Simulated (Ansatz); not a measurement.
**PBE0/aug-cc-pVDZ run of CH4OSi (SMILES CO[SiH])**

What is the vertical electron affinity of CH4OSi at PBE0/aug-cc-pVDZ? 

The results are computed with Ansatz 0.2.0.

57 further runs of the same task are left out: 57 set aside as unsound or not needed. Runs told in other sessions of the task aren't counted.

**1. The system as given**

CH4OSi has 7 atoms, charge 0, and is taken as a singlet. SMILES: `CO[SiH]`. Geometry: relaxed at PBE0-D4/def2-TZVP. This is one conformer, not always the lowest.

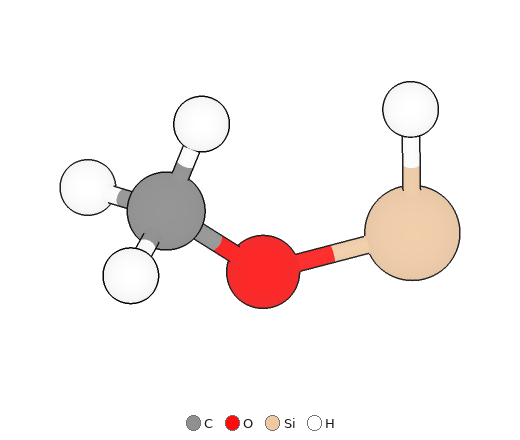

Viewed from a chosen angle; carbon grey, oxygen red, silicon light orange, hydrogen white.

**2. A single-point energy at PBE0/aug-cc-pVDZ**

Input file run.yaml:

```yaml
crystal:
  periodic: [false, false, false]
  atoms:
    - symbol: C
      position_ang: [-0.512400, 0.485500, -0.338500]
    - symbol: O
      position_ang: [-0.443200, -0.446500, 0.717600]
    - symbol: Si
      position_ang: [0.796900, -1.387300, 1.229900]
    - symbol: H
      position_ang: [-1.296400, 0.180800, -1.035500]
    - symbol: H
      position_ang: [0.443800, 0.547500, -0.868700]
    - symbol: H
      position_ang: [-0.769300, 1.467500, 0.065400]
    - symbol: H
      position_ang: [1.841700, -0.915600, 0.184100]
basis:
  gaussian: {orbitals: aug-cc-pVDZ}
output: {orbitals: {seedname: orbitals}}
accuracy: high
hamiltonian: {xc: {name: PBE0}}
```

Started as:

```bash
ansatz run run.yaml --threads 1 --pin off --max-ram 3480MiB --events-out events.jsonl --progress --plain --runs-dir runs
```

The log of the run:

```text
Warning: RAYON_NUM_THREADS=1 ignored (pool sized by the plan → 1); use --threads N
Functional definition: PBE0
  name "PBE0"
  parameter a = 0.25
  parameter kappa = 0.804
  parameter beta = 0.06672455060314922
  exchange = (1 - a)*pbe_x(kappa = kappa, mu = beta*pi^2/3) + a*exact_x
  correlation = pbe_c(beta = beta)
2191 factors; integrals over basis functions are off by at most 3.5e-9 eV
mean field evaluation 1: about -11013.4293 eV, gradient 5.2e1 eV
mean field evaluation 2: about -10991.0275 eV, gradient 1.1e2 eV
mean field evaluation 4: about -11019.2921 eV, gradient 5.9e0 eV
mean field evaluation 8: about -11019.3652 eV, gradient 2.5e-2 eV
mean field evaluation 16: about -11019.3652 eV, gradient 6.8e-7 eV
mean field -11019.36520098 eV, -404.9542019420 hartree, gradient 6.4e-8 eV, S^2 0.000000; 0 other end points of the search recorded, 0 dependent functions left out
reference -11019.36520654 eV, -404.9542021462 hartree; 16, 16 occupied and 93, 93 virtual orbitals, 2191 factors
Total energy: -11019.36520654 eV, -404.9542021462 hartree
```

Run time: 9.3 s. Hardware: 1 thread of Arm Neoverse V2, shared host; peak memory 0.34 GiB.

**3. The doublet anion at the same level**

Input file in.yaml:

```yaml
crystal:
  periodic: [false, false, false]
  atoms:
    - {symbol: C, position_ang: [-0.512400, 0.485500, -0.338500]}
    - {symbol: O, position_ang: [-0.443200, -0.446500, 0.717600]}
    - {symbol: Si, position_ang: [0.796900, -1.387300, 1.229900]}
    - {symbol: H, position_ang: [-1.296400, 0.180800, -1.035500]}
    - {symbol: H, position_ang: [0.443800, 0.547500, -0.868700]}
    - {symbol: H, position_ang: [-0.769300, 1.467500, 0.065400]}
    - {symbol: H, position_ang: [1.841700, -0.915600, 0.184100]}
basis:
  gaussian:
    orbitals: aug-cc-pVDZ
total_charge: -1
magnetization:
  spin_polarized: true
  initial_magnetization: 1
hamiltonian:
  xc: pbe0
accuracy: high
output: {orbitals: {seedname: orbitals}}
```

Started as:

```bash
ansatz run in.yaml --threads 1 --pin off --max-ram 3480MiB --events-out events.jsonl --progress --plain --runs-dir runs
```

The log of the run:

```text
Warning: RAYON_NUM_THREADS=1 ignored (pool sized by the plan → 1); use --threads N
Functional definition: PBE0
  name "PBE0"
  parameter a = 0.25
  parameter kappa = 0.804
  parameter beta = 0.06672455060314922
  exchange = (1 - a)*pbe_x(kappa = kappa, mu = beta*pi^2/3) + a*exact_x
  correlation = pbe_c(beta = beta)
2191 factors; integrals over basis functions are off by at most 3.5e-9 eV
mean field evaluation 1: about -11018.5791 eV, gradient 1.2e1 eV
mean field evaluation 2: about -11018.9807 eV, gradient 1.1e1 eV
mean field evaluation 4: about -11019.5952 eV, gradient 1.2e0 eV
mean field evaluation 8: about -11019.6969 eV, gradient 2.8e-2 eV
mean field evaluation 16: about -11019.6969 eV, gradient 6.4e-5 eV
mean field evaluation 32: about -11019.6805 eV, gradient 9.2e-1 eV
mean field -11019.69687405 eV, -404.9663907024 hartree, gradient 1.8e-8 eV, S^2 0.756422; 3 other end points of the search recorded, 0 dependent functions left out
reference -11019.69687687 eV, -404.9663908062 hartree; 17, 16 occupied and 92, 93 virtual orbitals, 2191 factors
Total energy: -11019.69687687 eV, -404.9663908062 hartree
```

Wall time 23 s (1 thread of Arm Neoverse V2, shared host); peak memory 0.47 GiB.

**4. What came out**

Level: PBE0/aug-cc-pVDZ.

| quantity | value |
| --- | --- |
| singlet CH4OSi: total energy | -404.95420 Eh |
| singlet CH4OSi: HOMO energy | -6.56 eV |
| singlet CH4OSi: LUMO energy | -2.05 eV |
| singlet CH4OSi: HOMO–LUMO gap | 4.51 eV |
| doublet anion: total energy | -404.96639 Eh |
| doublet anion: HOMO energy (highest over α and β) | 1.31 eV |
| doublet anion: LUMO energy (lowest over α and β) | 2.69 eV |
| doublet anion: ⟨S²⟩ | 0.756 |
| vertical electron affinity (to the doublet anion) | 0.332 eV |

At fixed nuclei the extra electron is bound by 0.33 eV (7.6 kcal/mol). The HOMO (doublet anion) lies at positive energy, 1.31 eV, from the functional's self-interaction, a short basis or an electron that isn't bound; only total energies against the neutral tell.
